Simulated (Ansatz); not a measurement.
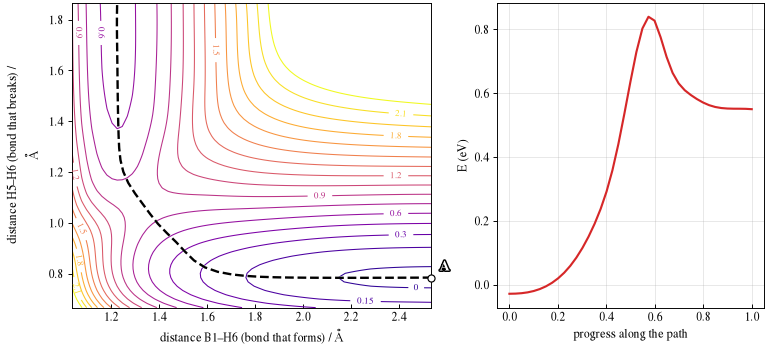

The reacting system BBrF2H2 (fragments BBrF₂ + H₂ where the first distance is long, BF₂H + BrH where the second is long). Coordinates scanned: (1) distance B1–H6 (bond that forms); (2) distance H5–H6 (bond that breaks). Relaxed at each point: all other coordinates. The grid has 10 × 10 points. Points are written as (first, second). All energies are given in eV relative to the lowest grid point. The reference is spin-restricted, so regions where a bond is pulled apart into radicals lie too high. All numbers below come from Ansatz 0.2.0, RKS SPW92 (LDA)/def2-SVP.

The picture shows contour lines labelled in eV (none above 2.25), a line along the lowest path, the energy along the path at the right, the start A. Between grid points the surface is interpolated.

### Describe the path and its barrier.

The easiest path runs from the side where the first distance is long, about (2.53 Å, 0.78 Å), to the side where the second distance is long, about (1.23 Å, 1.87 Å). Its highest point, at about (1.33 Å, 1.08 Å), lies about 0.87 eV above the start and 0.29 eV above the end on the interpolated surface. An end on the edge of the scan is no minimum, so the barrier from there is a lower bound.
